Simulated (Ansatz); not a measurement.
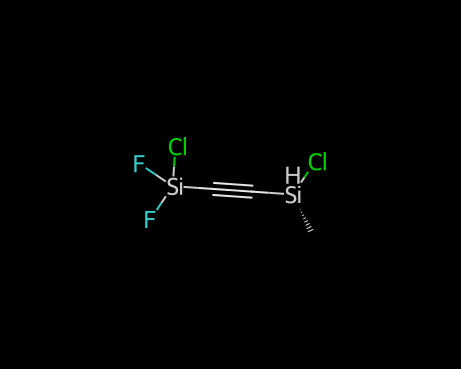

Figure made from data computed with Ansatz.

Skeletal drawing of a molecule.

> Give its SMILES.

C[Si@@H](Cl)C#C[Si](F)(F)Cl

> Give the formula, hydrogens included.

C3H4Cl2F2Si2.

> An optimisation with PBE0-D4/def2-TZVP gave a structure of which point group?

C1.
